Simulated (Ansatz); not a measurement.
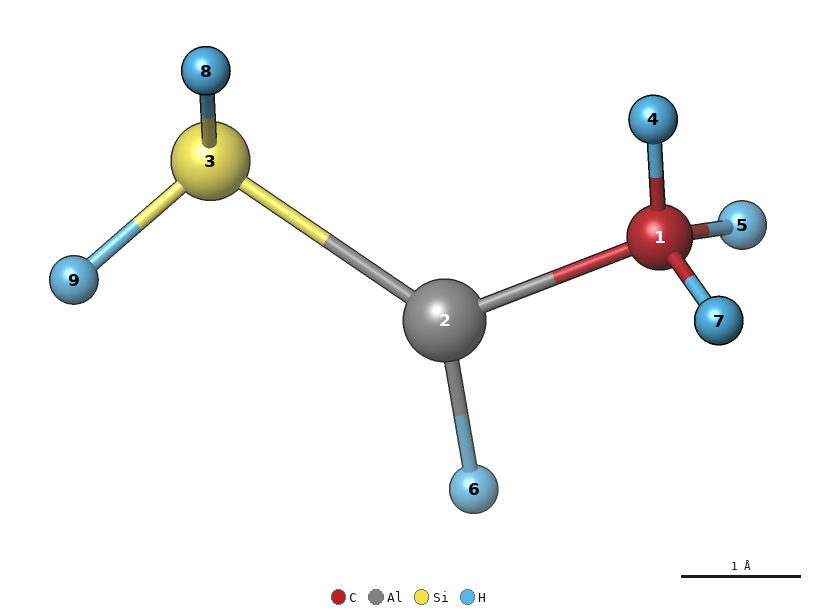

Orthographic view. Atoms fade into the background with distance from the viewer. Charge −1, singlet. The geometry was computed by an optimisation with PBE-D4/def2-SVPD. No frequency run is at hand to confirm it as a minimum.

List the bonded neighbours of every atom.

C1: Al2, H4, H5, H7
Al2: C1, Si3, H6
Si3: Al2, H8, H9
H4: C1
H5: C1
H6: Al2
H7: C1
H8: Si3
H9: Si3
